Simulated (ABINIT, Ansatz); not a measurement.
**La2O3 (P-3m1): one start, several treatments of the self-energy**

Aim: compare treatments of exchange, screening and correlation for the gap of La2O3 (P-3m1).

Main program and level: ABINIT 10.8.3; PBE and many-body steps on it, plane waves.

### Step 1. Set-up

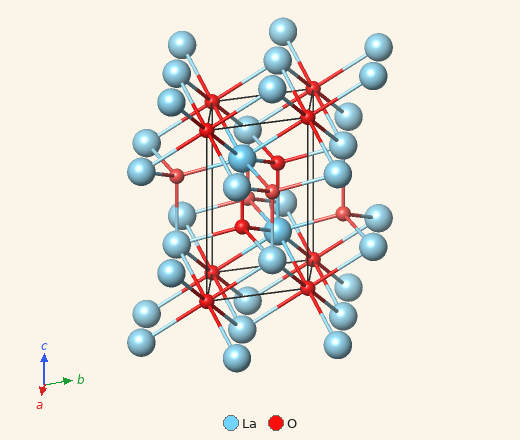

The cell as given, from a free direction (lanthanum blue, oxygen red). Some periodic images of atoms are drawn too.

Structure file:

```cif
data_structure
_symmetry_space_group_name_H-M 'P 1'
_symmetry_Int_Tables_number 1
_cell_length_a 3.9308
_cell_length_b 3.9308
_cell_length_c 6.1120
_cell_angle_alpha 90.000
_cell_angle_beta 90.000
_cell_angle_gamma 120.000
_cell_volume 81.78
loop_
_atom_site_label
_atom_site_type_symbol
_atom_site_fract_x
_atom_site_fract_y
_atom_site_fract_z
_atom_site_occupancy
La1 La 0.66667 0.33333 0.75376 1
La2 La 0.33333 0.66667 0.24624 1
O3 O 0.66667 0.33333 0.35411 1
O4 O 0.33333 0.66667 0.64589 1
O5 O 0.00000 0.00000 0.00000 1
```

The cell and positions are those that the Materials Project relaxed with its own functionals (PBE, PBE+U or r2SCAN), kept fixed. Spin-orbit coupling is left out unless a step names it.

### Step 2. Empty states on the mesh, 3×3×2 mesh, 471 bands

This step: ABINIT 10.8.3; DFT, PBE, plane waves, norm-conserving pseudopotentials.

The sums over transitions need many empty states on a uniform mesh; this step solves for them.

Input file run.abi:

```
acell 3*1.0 Angstrom
rprim 
  3.930777878010 -0.000000000002 0.000000000000
  -1.965388939003 3.404153498992 0.000000000000
  0.000000000000 0.000000000000 6.111953520000
ntypat 2
znucl 57 8
natom 5
typat 1 1 2 2 2
xred 
  0.666666666667 0.333333333333 0.753764320000
  0.333333333333 0.666666666667 0.246235680000
  0.666666666667 0.333333333333 0.354109350000
  0.333333333333 0.666666666667 0.645890650000
  -0.000000000000 -0.000000000000 0.000000000000
pp_dirpath "pseudos"
pseudos "La.upf, O.upf"
ecut 50
ngkpt 3 3 2
nshiftk 1
shiftk 0 0 0
kptopt 1
chksymbreak 0
iscf -2
irdden 1
istwfk *1
nband 471
nbdbuf 42
tolwfr 1e-09
nstep 60
prtvol 0
indata_prefix "in"
outdata_prefix "out"
tmpdata_prefix "tmp"
```

The run is started by

```sh
OMP_NUM_THREADS=1 mpirun -n 6 abinit run.abi > log
```

Numbers of over 12 decimals in the logs are rounded to 6 here.

Log:

```text
.Version 10.8.3 of ABINIT. v10.8.2 released Aug 2026.

 Symmetries : space group P-3 m 1 (#164); Bravais hP (primitive hexag.)
[... echo of the input left out ...]
== DATASET  1 ==================================================================
-   mpi_nproc: 6, omp_nthreads: 1 (-1 if OMP is not activated)

--- !DatasetInfo
iteration_state: {dtset: 1, }
dimensions: {natom: 5, nkpt: 6, mband: 471, nsppol: 1, nspinor: 1, nspden: 1, mpw: 9367, }
cutoff_energies: {ecut:  50.0, pawecutdg:  -1.0, }
[...]
6.13694    6.16686    6.16686    6.18255    6.18255    6.19925    6.22132    6.22603
   6.22604    6.24099    6.25413    6.25414    6.26841    6.26867    6.26901    6.27797
   6.27884    6.30481    6.30567    6.33906    6.34152    6.34284    6.35523
 prteigrs : prtvol=0 or 1, do not print more k-points.

== END DATASET(S) ==============================================================
================================================================================

 -outvars: echo values of variables after computation  --------
            nband         471
             nkpt           6
          spgroup         164
 [... the other variables as echoed above ...]

 Calculation completed.
```

Elapsed: 4 min, on 6 MPI ranks of AMD EPYC 9R45, shared host; peak memory 1 GiB; 24 min of CPU time.

Numbers from this step:

| Property | Result |
| --- | --- |
| gap | 3.940 eV |
| k of the valence top | 0.3333, 0, 0.5 |
| k of the conduction bottom | 0.3333, 0.3333, 0 |
| least direct gap | 3.982 eV |
| k points computed | 6 |
| lowest point of the top converged band, above the valence top | 154.9610 eV |

On this mesh the gap is 3.940 eV.

The density comes from a self-consistent run that is not shown.

### Step 3. Screening, 3×3×2 mesh, 186 bands, screening to 176.9 eV

The RPA dielectric matrix is built and inverted for each q.

This step: RPA screening on PBE, plane waves, norm-conserving pseudopotentials.

run.abi: that of step 2 with these lines changed.

```diff
@@ -23,10 +23,11 @@
 chksymbreak 0
-iscf -2
-irdden 1
 istwfk *1
-nband 471
-nbdbuf 42
-tolwfr 1e-09
-nstep 60
-prtvol 0
+occopt 1
+irdwfk 1
+optdriver 3
+nband 186
+ecuteps 6.5
+inclvkb 2
+awtr 1
+symchi 1
 indata_prefix "in"
```

The run is started by

```sh
OMP_NUM_THREADS=1 mpirun -n 8 abinit run.abi > log
```

Log:

```text
.Version 10.8.3 of ABINIT. v10.8.2 released Aug 2026.

 Symmetries : space group P-3 m 1 (#164); Bravais hP (primitive hexag.)
[... echo of the input left out ...]
== DATASET  1 ==================================================================
-   mpi_nproc: 8, omp_nthreads: 1 (-1 if OMP is not activated)

--- !DatasetInfo
iteration_state: {dtset: 1, }
dimensions: {natom: 5, nkpt: 6, mband: 186, nsppol: 1, nspinor: 1, nspden: 1, mpw: 9367, }
cutoff_energies: {ecut:  50.0, pawecutdg:  -1.0, }
electrons: {nelect:   4.00000000E+01, charge:   0.00000000E+00, occopt:   1.00000000E+00, tsmear:   1.00000000E-02, }

 SCREENING: Calculation of the susceptibility and dielectric matrices

 Based on a program developped by R.W. Godby, V. Olevano, G. Onida, and L. Reining.
 Incorporated in ABINIT by V. Olevano, G.-M. Rignanese, and M. Torrent.
.Using double precision arithmetic ; gwpc =  8

[... cell and pseudopotentials left out ...]
--------------------------------------------------------------------------------

 ==== K-mesh for the wavefunctions ====
 Number of points in the irreducible wedge :     6
[... list of points left out ...]
 Together with 12 symmetry operations and time-reversal symmetry
 yields    18 points in the full Brillouin Zone.

 ==== Q-mesh for the screening function ====
 Number of points in the irreducible wedge :     6
[... list of points left out ...]
 Together with 12 symmetry operations and time-reversal symmetry
 yields    18 points in the full Brillouin Zone.

 setmesh: FFT mesh size selected  =    27x   27x   50
          total number of points  =        36450

 vcoul_init : cutoff-mode = AUXILIARY_FUNCTION
 q-points for optical limit:   1
     1)      0.000010    0.000020    0.000030

- screening: taking advantage of time-reversal symmetry
- Maximum band index for partially occupied states nbvw = 20
- Remaining bands to be divided among processors   nbcw = 166
- Number of bands treated by each node ~20

 Number of electrons calculated from density =   40.0000; Expected =   40.0000
 average of density, n =  0.072476
 r_s =    1.4879
 omega_plasma =   25.9689 [eV]

 calculating chi0 at frequencies [eV] :
  1    0.000000E+00    0.000000E+00
  2    0.000000E+00    2.596889E+01

--------------------------------------------------------------------------------
  q-point number  1        q = ( 0.000000, 0.000000, 0.000000) [r.l.u.]
--------------------------------------------------------------------------------
[... chi0 elements left out ...]
 For q-point:  0.000010 0.000020 0.000030
  dielectric constant =   4.5577
  dielectric constant without local fields =   4.9539

  Average fulfillment of the sum rule on Im[epsilon] for q-point    1 :     77.05  [%]
[... wings left out ...]
  q-point number  2        q = ( 0.333333, 0.000000, 0.000000) [r.l.u.]
--------------------------------------------------------------------------------
[... chi0 elements left out ...]
  Average fulfillment of the sum rule on Im[epsilon] for q-point    2 :     81.95  [%]

 [... 4 further q-points ...]
```

Run time: 19 s. Hardware: 8 MPI ranks; peak memory 2.6 GiB.

This step gave:

* ε∞ with local fields, on this mesh, along the program's q direction: 4.558
* the same without local fields: 4.954
* plasma frequency: 25.97 eV
* plane waves in the screening matrix: 439

Local fields lower ε∞ by 8 %. On a Γ-centred mesh this coarse the value itself is usually too large, while a short band sum pulls it down.

### Step 4. G0W0, Godby-Needs plasmon pole

The self-energy is evaluated for the states that the input lists, and the levels follow from it, in one-shot runs by the linearised quasiparticle equation.

This step: G0W0 on PBE, plane waves, norm-conserving pseudopotentials.

run.abi: that of step 3 with these lines changed.

```diff
@@ -26,8 +26,19 @@
 irdwfk 1
-optdriver 3
+optdriver 4
 nband 186
+gwcalctyp 0
+ecutsigx 50
+symsigma 1
+nkptgw 3
+kptgw 
+  0.3333333333 0.0000000000 0.5000000000
+  0.3333333333 0.3333333333 0.0000000000
+  0.0000000000 0.0000000000 0.0000000000
+bdgw 
+  19 22
+  19 23
+  18 23
 ecuteps 6.5
-inclvkb 2
-awtr 1
-symchi 1
+irdscr 1
+ppmodel 1
 indata_prefix "in"
```

Log:

```text
.Version 10.8.3 of ABINIT. v10.8.2 released Aug 2026.

 Symmetries : space group P-3 m 1 (#164); Bravais hP (primitive hexag.)
[... echo of the input left out ...]
== DATASET  1 ==================================================================
-   mpi_nproc: 8, omp_nthreads: 1 (-1 if OMP is not activated)

--- !DatasetInfo
iteration_state: {dtset: 1, }
dimensions: {natom: 5, nkpt: 6, mband: 186, nsppol: 1, nspinor: 1, nspden: 1, mpw: 9367, }
cutoff_energies: {ecut:  50.0, pawecutdg:  -1.0, }
electrons: {nelect:   4.00000000E+01, charge:   0.00000000E+00, occopt:   1.00000000E+00, tsmear:   1.00000000E-02, }

 SIGMA: Calculation of the GW corrections

 Based on a program developped by R.W. Godby, V. Olevano, G. Onida, and L. Reining.
 Incorporated in ABINIT by V. Olevano, G.-M. Rignanese, and M. Torrent.
.Using double precision arithmetic ; gwpc =  8

[... cell and pseudopotentials left out ...]
--------------------------------------------------------------------------------

 ==== K-mesh for the wavefunctions ====
 Number of points in the irreducible wedge :     6
[... list of points left out ...]
 Together with 12 symmetry operations and time-reversal symmetry
 yields    18 points in the full Brillouin Zone.

 ==== Q-mesh for screening function ====
 Number of points in the irreducible wedge :     6
[... list of points left out ...]
 Together with 12 symmetry operations and time-reversal symmetry
 yields    18 points in the full Brillouin Zone.

 vcoul_init : cutoff-mode = AUXILIARY_FUNCTION
 q-points for optical limit:   1
     1)      0.000010    0.000020    0.000030
 setmesh: FFT mesh size selected  =    45x   45x   75
          total number of points  =       151875

 Number of electrons calculated from density =   40.0000; Expected =   40.0000
 average of density, n =  0.072476
 r_s =    1.4879
 omega_plasma =   25.9689 [eV]

 === KS Band Gaps ===
  >>>> For spin  1
   Minimum direct gap =   3.9821 [eV], located at k-point      :   0.3333  0.3333  0.0000
   Fundamental gap    =   3.9403 [eV], Top of valence bands at :   0.3333  0.0000  0.5000
                                       Bottom of conduction at :   0.3333  0.3333  0.0000
 SIGMA fundamental parameters:
 PLASMON POLE MODEL  1
 number of plane-waves for SigmaX                 9367
 number of plane-waves for SigmaC and W            439
 number of plane-waves for wavefunctions          9367
 number of bands                                   186
 number of independent spin polarizations            1
 number of spinorial components                      1
 number of k-points in IBZ                           6
 number of q-points in IBZ                           6
 number of symmetry operations                      12
 number of k-points in BZ                           18
 number of q-points in BZ                           18
 number of frequencies for dSigma/dE                 9
 frequency step for dSigma/dE [eV]                0.25
 number of omega for Sigma on real axis              0
 max omega for Sigma on real axis  [eV]           0.00
 zcut for avoiding poles [eV]                     0.10

 EPSILON^-1 parameters (SCR file):
 dimension of the eps^-1 matrix on file            439
 dimension of the eps^-1 matrix used               439
 number of plane-waves for wavefunctions          9367
 number of bands                                   186
 number of q-points in IBZ                           6
 number of frequencies                               2
 number of real frequencies                          1
 number of imag frequencies                          1

 matrix elements of self-energy operator (all in [eV])

 Perturbative Calculation

--- !SelfEnergy_ee
iteration_state: {dtset: 1, }
kpoint     : [   0.333,    0.000,    0.500, ]
spin       : 1
KS_gap     :    4.466
QP_gap     :    6.867
Delta_QP_KS:    2.402
data: !SigmaeeData |
     Band     E0 <VxcDFT>   SigX SigC(E0)      Z dSigC/dE  Sig(E)    E-E0       E
       19   5.682 -18.475 -23.105   4.350   0.770  -0.299 -18.691  -0.215   5.467
       20   5.935 -18.990 -23.520   4.301   0.771  -0.297 -19.166  -0.177   5.758
       21  10.400 -13.777  -5.562  -5.454   0.806  -0.241 -11.552   2.225  12.625
       22  10.762 -13.694  -5.101  -5.674   0.804  -0.244 -11.346   2.348  13.110

--- !SelfEnergy_ee
iteration_state: {dtset: 1, }
kpoint     : [   0.333,    0.333,    0.000, ]
spin       : 1
KS_gap     :    3.982
QP_gap     :    5.144
Delta_QP_KS:    1.162
data: !SigmaeeData |
     Band     E0 <VxcDFT>   SigX SigC(E0)      Z dSigC/dE  Sig(E)    E-E0       E
       19   5.221 -17.724 -22.695   4.471   0.768  -0.301 -18.108  -0.383   4.838
       20   5.893 -19.229 -23.698   4.217   0.777  -0.287 -19.424  -0.195   5.698
[...]
--- !SelfEnergy_ee
iteration_state: {dtset: 1, }
kpoint     : [   0.000,    0.000,    0.000, ]
spin       : 1
KS_gap     :    4.412
QP_gap     :    6.510
Delta_QP_KS:    2.097
data: !SigmaeeData |
     Band     E0 <VxcDFT>   SigX SigC(E0)      Z dSigC/dE  Sig(E)    E-E0       E
[...]
21  10.301 -11.820  -3.888  -5.531   0.817  -0.225  -9.859   1.960  12.262
       22  10.583 -12.686  -4.857  -5.539   0.813  -0.230 -10.825   1.862  12.444
       23  10.583 -12.686  -4.857  -5.539   0.813  -0.230 -10.825   1.862  12.444

== END DATASET(S) ==============================================================
================================================================================

 -outvars: echo values of variables after computation  --------
           etotal      0.0000000000E+00
            nband         186
             nkpt           6
          spgroup         164
 [... the other variables as echoed above ...]

 Calculation completed.
```

It took 18 s on 8 MPI ranks; peak memory 2.3 GiB; 2.4 min of CPU time.

This step gave:

```yaml
g0w0_gap_on_the_points_computed: 5.084 eV
starting_gap_on_the_mesh: 3.940 eV
k_of_the_valence_top: 0.3333, 0, 0.5
k_of_the_conduction_bottom: 0.3333, 0.3333, 0
z_at_the_valence_top: 0.771
z_at_the_conduction_bottom: 0.827
least_direct_g0w0_gap_on_the_computed_points: 5.144 eV
```

The gap on the mesh goes from 3.94 eV to 5.08 eV, a correction of +1.14 eV.

### Step 5. G0W0, Hybertsen-Louie plasmon pole

run.abi: that of step 4 with these lines changed.

```diff
@@ -42,3 +42,3 @@
 irdscr 1
-ppmodel 1
+ppmodel 2
 indata_prefix "in"
```

Log:

```text
.Version 10.8.3 of ABINIT. v10.8.2 released Aug 2026.

 Symmetries : space group P-3 m 1 (#164); Bravais hP (primitive hexag.)
[... echo of the input left out ...]
== DATASET  1 ==================================================================
-   mpi_nproc: 8, omp_nthreads: 1 (-1 if OMP is not activated)

--- !DatasetInfo
iteration_state: {dtset: 1, }
dimensions: {natom: 5, nkpt: 6, mband: 186, nsppol: 1, nspinor: 1, nspden: 1, mpw: 9367, }
cutoff_energies: {ecut:  50.0, pawecutdg:  -1.0, }
electrons: {nelect:   4.00000000E+01, charge:   0.00000000E+00, occopt:   1.00000000E+00, tsmear:   1.00000000E-02, }

 SIGMA: Calculation of the GW corrections

 Based on a program developped by R.W. Godby, V. Olevano, G. Onida, and L. Reining.
 Incorporated in ABINIT by V. Olevano, G.-M. Rignanese, and M. Torrent.
.Using double precision arithmetic ; gwpc =  8

[... cell and pseudopotentials left out ...]
--------------------------------------------------------------------------------

 ==== K-mesh for the wavefunctions ====
 Number of points in the irreducible wedge :     6
[... list of points left out ...]
 Together with 12 symmetry operations and time-reversal symmetry
 yields    18 points in the full Brillouin Zone.

 ==== Q-mesh for screening function ====
 Number of points in the irreducible wedge :     6
[... list of points left out ...]
 Together with 12 symmetry operations and time-reversal symmetry
 yields    18 points in the full Brillouin Zone.

 vcoul_init : cutoff-mode = AUXILIARY_FUNCTION
 q-points for optical limit:   1
     1)      0.000010    0.000020    0.000030
 setmesh: FFT mesh size selected  =    45x   45x   75
          total number of points  =       151875

 Number of electrons calculated from density =   40.0000; Expected =   40.0000
[...]
number of plane-waves for wavefunctions          9367
 number of bands                                   186
 number of q-points in IBZ                           6
 number of frequencies                               2
 number of real frequencies                          1
 number of imag frequencies                          1

 matrix elements of self-energy operator (all in [eV])

 Perturbative Calculation

--- !SelfEnergy_ee
iteration_state: {dtset: 1, }
kpoint     : [   0.333,    0.000,    0.500, ]
spin       : 1
KS_gap     :    4.466
QP_gap     :    7.184
Delta_QP_KS:    2.719
data: !SigmaeeData |
     Band     E0 <VxcDFT>   SigX SigC(E0)      Z dSigC/dE  Sig(E)    E-E0       E
       19   5.682 -18.475 -23.105   3.752   0.829  -0.206 -19.203  -0.728   4.954
       20   5.935 -18.990 -23.520   3.734   0.830  -0.205 -19.651  -0.661   5.274
       21  10.400 -13.777  -5.562  -5.775   0.843  -0.186 -11.719   2.057  12.458
[...]
--- !SelfEnergy_ee
iteration_state: {dtset: 1, }
kpoint     : [   0.333,    0.333,    0.000, ]
spin       : 1
KS_gap     :    3.982
QP_gap     :    5.380
Delta_QP_KS:    1.398
data: !SigmaeeData |
     Band     E0 <VxcDFT>   SigX SigC(E0)      Z dSigC/dE  Sig(E)    E-E0       E
[...]
--- !SelfEnergy_ee
iteration_state: {dtset: 1, }
kpoint     : [   0.000,    0.000,    0.000, ]
spin       : 1
KS_gap     :    4.412
QP_gap     :    6.790
Delta_QP_KS:    2.377
data: !SigmaeeData |
     Band     E0 <VxcDFT>   SigX SigC(E0)      Z dSigC/dE  Sig(E)    E-E0       E
[...]
22  10.583 -12.686  -4.857  -5.813   0.848  -0.179 -10.976   1.711  12.293
       23  10.583 -12.686  -4.857  -5.813   0.848  -0.179 -10.976   1.711  12.293

== END DATASET(S) ==============================================================
================================================================================

 -outvars: echo values of variables after computation  --------
           etotal      0.0000000000E+00
            nband         186
             nkpt           6
          spgroup         164
 [... the other variables as echoed above ...]

 Calculation completed.
```

It took 18 s on 8 MPI ranks; peak memory 2.2 GiB; 2.4 min of CPU time.

Numbers from this step:

- G0W0 gap on the points computed: 5.38 eV
- starting gap on the mesh: 3.940 eV
- k of the valence top: 0.3333, 0.3333, 0
- k of the conduction bottom: 0.3333, 0.3333, 0
- Z at the valence top: 0.831
- Z at the conduction bottom: 0.859
- least direct G0W0 gap on the computed points: 5.38 eV

Against G0W0 in ABINIT (3×3×2 mesh, 186 bands, screening to 176.9 eV, Godby-Needs plasmon pole), the gap moves by +0.296 eV.

### Step 6. G0W0, von der Linden-Horsch plasmon pole

run.abi: that of step 5 with these lines changed.

```diff
@@ -42,3 +42,3 @@
 irdscr 1
-ppmodel 2
+ppmodel 3
 indata_prefix "in"
```

Log:

```text
.Version 10.8.3 of ABINIT. v10.8.2 released Aug 2026.

 Symmetries : space group P-3 m 1 (#164); Bravais hP (primitive hexag.)
[... echo of the input left out ...]
== DATASET  1 ==================================================================
-   mpi_nproc: 8, omp_nthreads: 1 (-1 if OMP is not activated)

--- !DatasetInfo
iteration_state: {dtset: 1, }
dimensions: {natom: 5, nkpt: 6, mband: 186, nsppol: 1, nspinor: 1, nspden: 1, mpw: 9367, }
cutoff_energies: {ecut:  50.0, pawecutdg:  -1.0, }
[...]
Band     E0 <VxcDFT>   SigX SigC(E0)      Z dSigC/dE  Sig(E)    E-E0       E
[...]
22  10.583 -12.686  -4.857  -5.811   0.861  -0.161 -10.947   1.739  12.322
       23  10.583 -12.686  -4.857  -5.811   0.861  -0.161 -10.947   1.739  12.322

== END DATASET(S) ==============================================================
================================================================================

 -outvars: echo values of variables after computation  --------
           etotal      0.0000000000E+00
            nband         186
             nkpt           6
          spgroup         164
 [... the other variables as echoed above ...]

 Calculation completed.
```

Wall time 7.8 s (8 MPI ranks); peak memory 2.1 GiB.

This step gave:

* G0W0 gap on the points computed: 5.137 eV
* starting gap on the mesh: 3.940 eV
* k of the valence top: 0.3333, 0, 0.5
* k of the conduction bottom: 0.3333, 0.3333, 0
* least direct G0W0 gap on the computed points: 5.171 eV

Against G0W0 in ABINIT (3×3×2 mesh, 186 bands, screening to 176.9 eV, Godby-Needs plasmon pole), the gap moves by +0.053 eV.

(Part 1 of 2 ends here.)

[Paths, hosts, dates, memory and timing lines, banners, echoed tables and standing remarks are left out of the program output.]

[Logs are printed without paths, hosts, clocks, repeated set-up lines and the standing remarks that a program may print on its own settings, such as how far it seeks lower states.]

[Runs of the session that timed out or met a known fault of the program may be left out.]

[Hosts, paths, dates, database ids (printed as entryN), source tags and the programs' standing remarks are cut or masked in the printed files.]

[G0W0 gaps are taken among the corrected bands and points alone; a level outside them can change the order at an edge.]

[Where Ansatz stands beside ABINIT at settings called matched, ABINIT's density can come from a denser mesh and the files from another edition; pairs whose starting gaps differed by over 0.03 eV were left out, so agreement reads better than it is.]
